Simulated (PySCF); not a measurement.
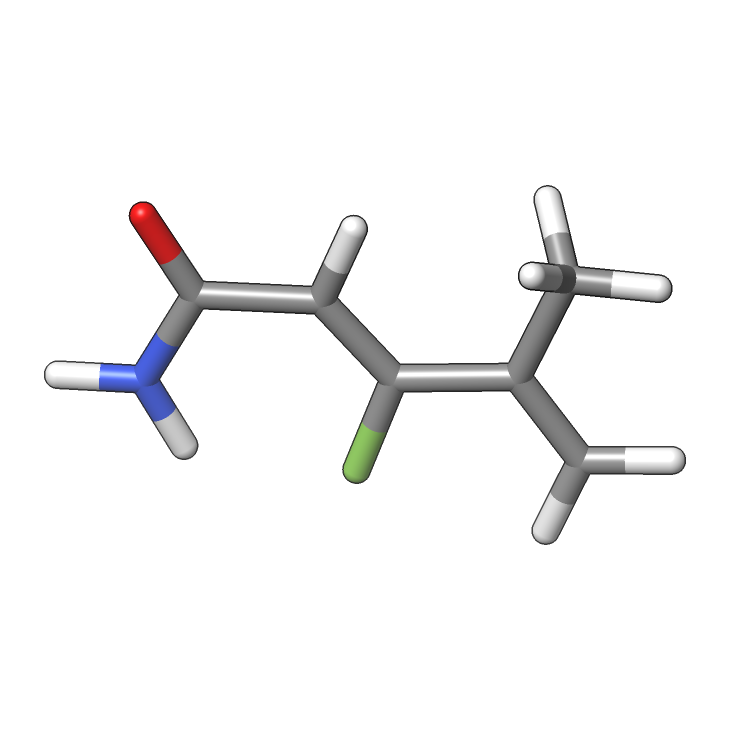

Rendered structure (stick style). Colours: carbon grey, fluorine green, nitrogen blue, oxygen red, hydrogen white.

The computed structure is the end point of a GFN2-xTB optimisation. No frequency run is at hand to confirm it as a minimum.

Describe the molecule.

The molecule is C₆H₈FNO. As SMILES it reads `C=C(C)/C(F)=C/C(N)=O`. It has no ring. Among its groups: amide, alkene, C–F bond. This geometry has Cs symmetry. Coordination: 5 C trigonal planar; 1 C tetrahedral; 1 N trigonal planar.

The parts below concern this one geometry. Atoms keep their numbers from picture to picture.

### Shape

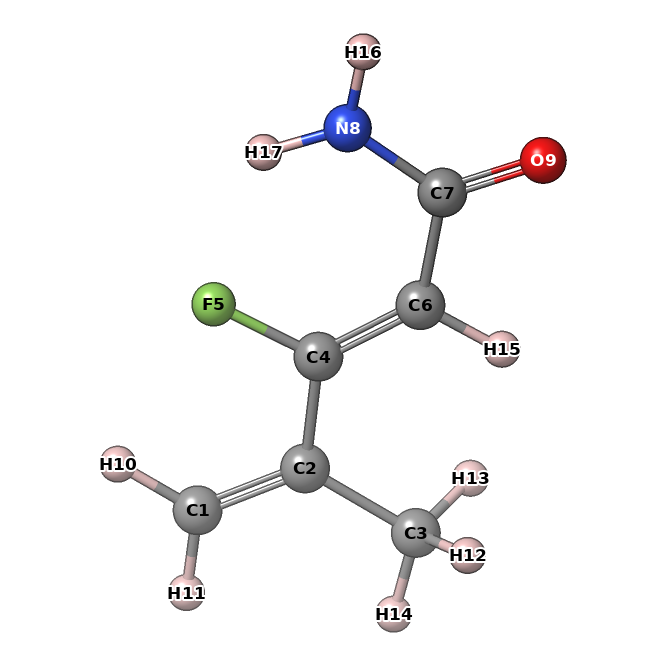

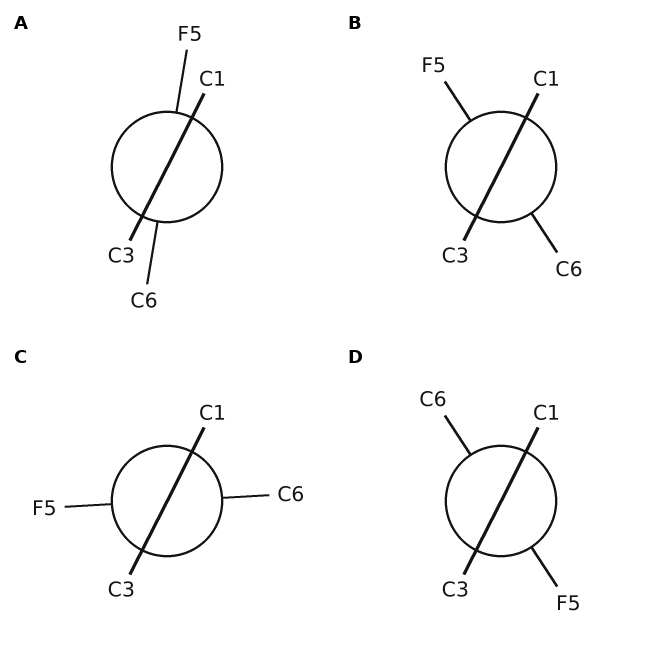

Atoms fade into the background with distance from the viewer. Bonds that would overlap in a projection are set slightly apart. No frequency run is at hand to confirm it as a minimum.

**Which Newman projection shows the view along C2–C4, with C2 in front?**

A. The torsion angle C3–C2–C4–F5 is 180°, antiperiplanar (anti).

### Charges

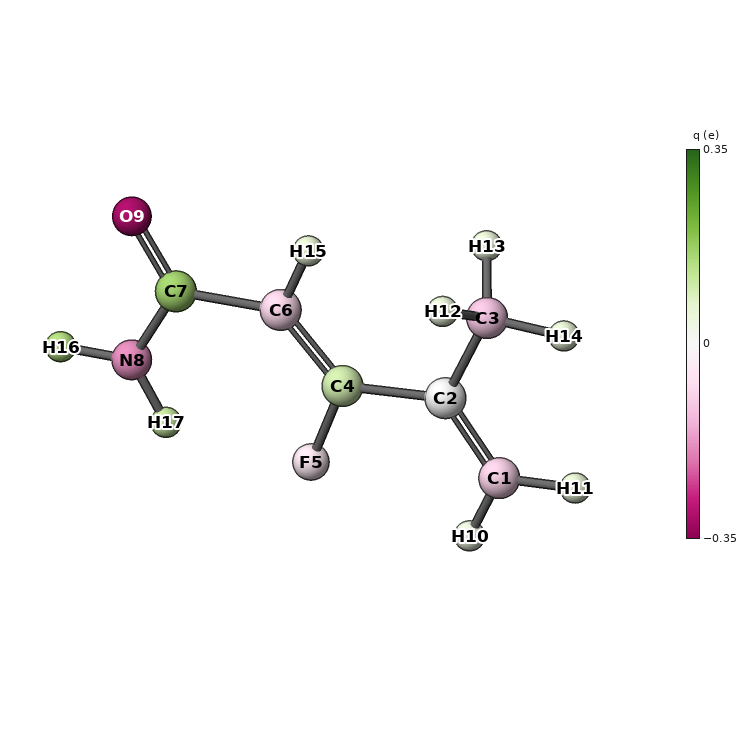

Atoms are coloured by their Hirshfeld charges. No frequency run is at hand to confirm it as a minimum. Method: PBE0/pcSseg-1, gas phase (PySCF 2.14.0).

**Which atom carries the highest charge (most positive or least negative)?**

C7 (0.16 e).

**And the lowest?**

O9 (−0.30 e).

List the Hirshfeld charges.

```
atom  value (e)
  C1      −0.09
  C2       0.00
  C3      −0.11
  C4       0.10
  F5      −0.05
  C6      −0.08
  C7       0.16
  N8      −0.18
  O9      −0.30
 H10       0.04
 H11       0.05
 H12       0.05
 H13       0.05
 H14       0.05
 H15       0.06
 H16       0.14
 H17       0.11
```

### Excitation

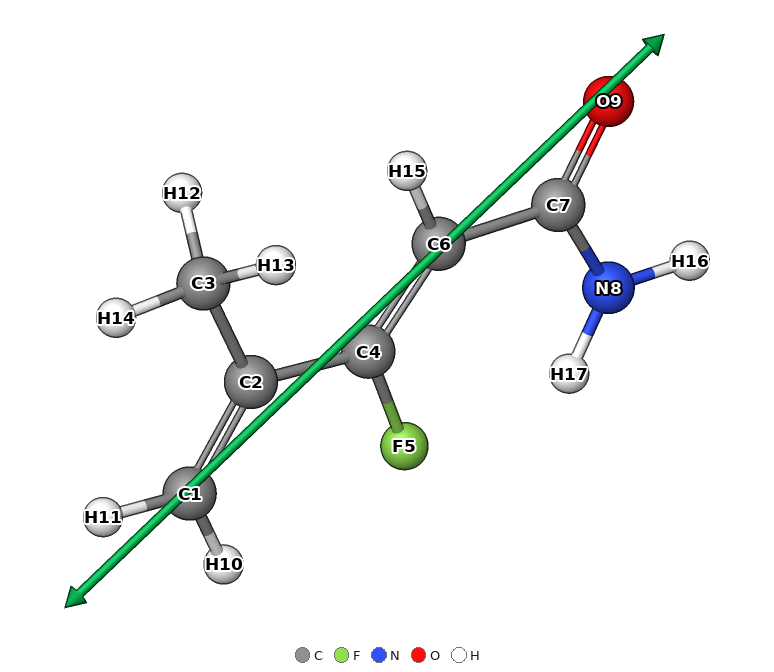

The double arrow shows the direction of the transition dipole to excited singlet state 3 (its length means nothing). No frequency run is at hand to confirm it as a minimum. Level of theory: TDDFT PBE0/def2-SVPD, vertical, gas phase, core orbitals frozen in the response (PySCF 2.14.0).

**How is the transition polarised?**

Close to the long direction C1···O9.

**Where does the transition lie, and how strong is it?**

5.27 eV (235 nm), oscillator strength 0.65, mainly HOMO → LUMO (weight 0.86); transition dipole 5.68 D.

### NMR shielding

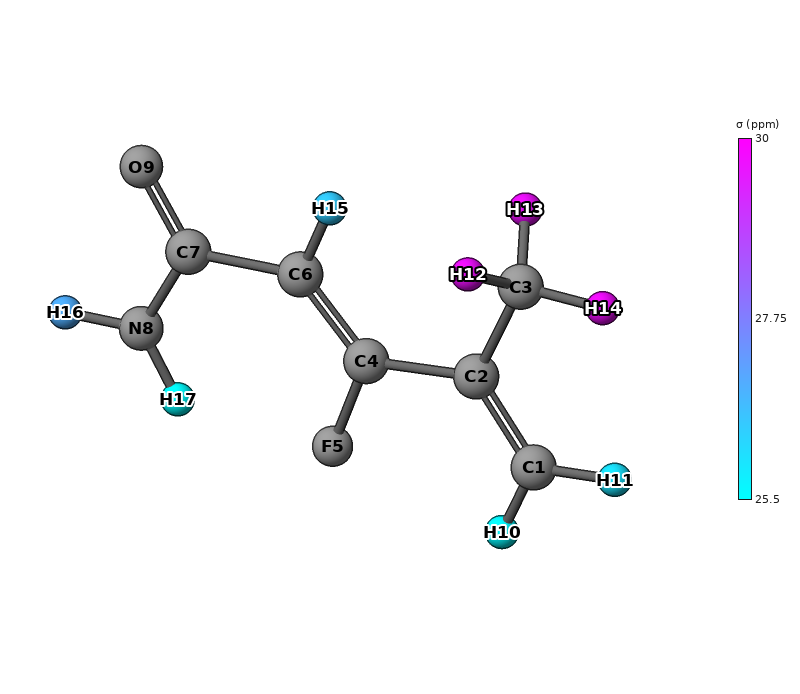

Atoms are coloured by their isotropic NMR shieldings (H only, the others grey). No frequency run is at hand to confirm it as a minimum. Level of theory: GIAO PBE0/pcSseg-1 NMR shielding, non-relativistic, gas phase (PySCF 2.14.0).

**Which H atom is the most shielded (lowest chemical shift)?**

H14 (29.76 ppm).

**Which H atom is the least shielded (highest chemical shift)?**

H17 (25.54 ppm).

**How wide is the range of H shifts?**

4.22 ppm.

List the isotropic NMR shieldings of the H atoms.

| atom | σ (ppm) |
| --- | --- |
| H10 | 25.61 |
| H11 | 25.99 |
| H12 | 29.71 |
| H13 | 29.71 |
| H14 | 29.76 |
| H15 | 26.41 |
| H16 | 26.92 |
| H17 | 25.54 |
